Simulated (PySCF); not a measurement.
# C4H10AlB2F3: what the fields show

Input

```
{"job": {"kind": "nmr", "xc": "PBE0", "basis": "pcSseg-1"}, "charge": 0, "multiplicity": 1}
C     -1.995875    -0.505652     0.642841
C     -1.063231    -0.514748    -0.566471
C     -1.318027     0.728458    -1.413762
C      0.377452    -0.536740    -0.069554
B      1.611753    -0.367005    -0.942528
B      2.955028    -0.452027     0.003146
F      4.159412    -0.961270     0.030886
F      2.703460     0.205155     1.231218
Al     0.881419     0.807122     1.467241
F      1.104614     2.430964     1.261111
H     -1.869036    -1.405318     1.242091
H     -1.755442     0.360359     1.269421
H     -3.039407    -0.435659     0.342716
H     -1.270497    -1.407873    -1.170040
H     -2.366435     0.795457    -1.696014
H     -1.050807     1.616190    -0.836232
H     -0.718325     0.712072    -2.318190
H      0.482848    -1.321406     0.706394
H      1.538871    -0.018500    -2.058528
H      0.627076     0.281099     2.871216
```

Command:

```sh
OMP_NUM_THREADS=1 python probes_run.py task.json out
```

Geometry: GFN2-xTB.

Level of theory: PBE0/pcSseg-1, SCF density, gas phase, non-relativistic in PySCF.

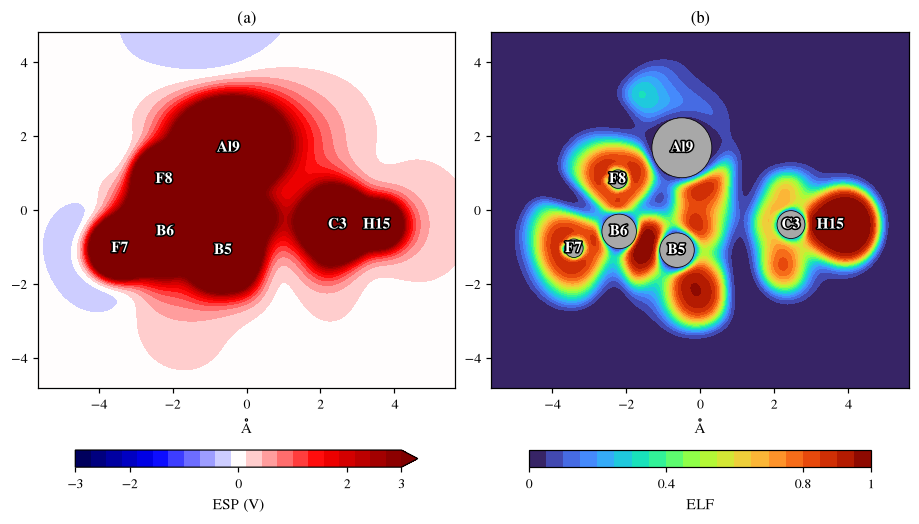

Figure 1. (a) molecular electrostatic potential; (b) ELF on the plane of atoms B5, B6 and F8. Grey discs cover the atomic cores in the ELF map.

### What do the fields say about this system?

The section cuts through C, B, F, Al and H sites.
B–F (1.31 Å): the ELF peaks at about 0.85 between the atoms, as expected for a shared but strongly polarised pair.
B–B (1.64 Å): the ELF peaks at about 1 between the atoms (a shared electron pair).
C–H (1.09 Å): the ELF climbs to about 1 towards the hydrogen, as it does in any bond to H (a covalent bond by its length).
The ELF also peaks beside F7, away from the bonds: lone-pair regions.
Outside the dense part of the molecule the potential is most negative (−0.3 V) near H20, which lies off the plane.

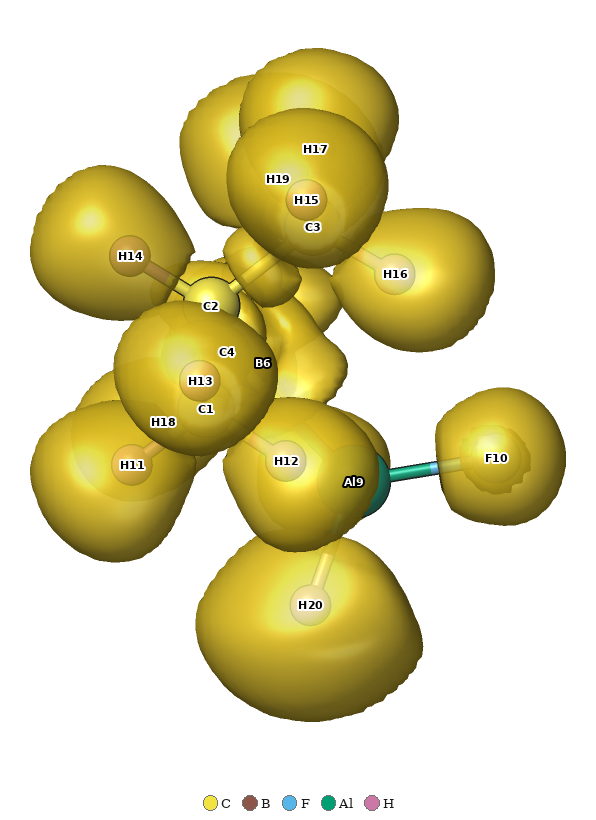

Figure 2. Isosurface of the ELF at 0.75 (yellow), seen at an oblique angle. Only the valence region is drawn (cores and ρ < 0.01 e/Å³ removed).

### What do the ELF domains correspond to?

The surface consists of one region between bonded B–B atoms (shared pairs), three regions between bonded C–C atoms (shared pairs), ten regions around hydrogen nuclei, two regions on F in which the atom's valence shell and bonds are merged and one region wrapped around F (its valence shell).


 C–B (1.52 Å): the ELF peaks at about 0.95 between the atoms: localised, covalent bonding.

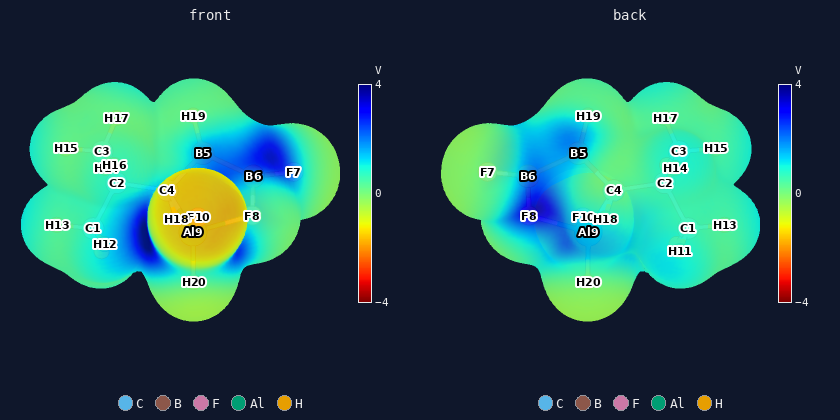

Figure 3. The electrostatic potential painted on the density surface at 0.004 e/bohr³, seen from the front and from behind; red is negative and blue positive.

### Which sites attract a positive test charge, and which a negative one?

A positive charge is drawn to the negative regions and a negative charge to the positive ones. The most negative region (about −1.7 V, or −39 kcal/mol for a unit charge) lies over F10, the most positive (about +3.6 V, or +83 kcal/mol for a unit charge) over Al9.
